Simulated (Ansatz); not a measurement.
Pressure series in ZrCl4

Consider ZrCl4 (space group P2/c, No. 13; a = 6.6203 Å, b = 7.7693 Å, c = 6.2125 Å, α = γ = 90.00°, β = 107.44°; made of chains).

Cell and atoms are relaxed at each pressure.

Level of theory: PBEsol, PAW, 420 eV (Ansatz, a quantum-chemistry and plane-wave program; no spin-orbit coupling).

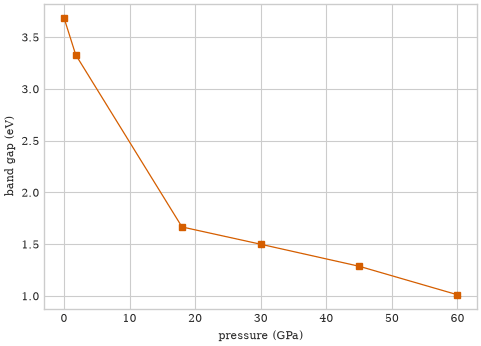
*Band gap against pressure*

```tsv
pressure (GPa)	band gap
1.8	3.33 eV
18	1.67 eV
30	1.50 eV
45	1.29 eV
60	1.01 eV
```

Load acts through the strain it causes; cell and atoms are relaxed under it. No phonon test of stability was made. Competing high-pressure phases were not computed. Along this pressure series the structure jumps between pressure 9 GPa and pressure 18 GPa; cells beyond that are another form of it. No dispersion term is included in the PBEsol runs.
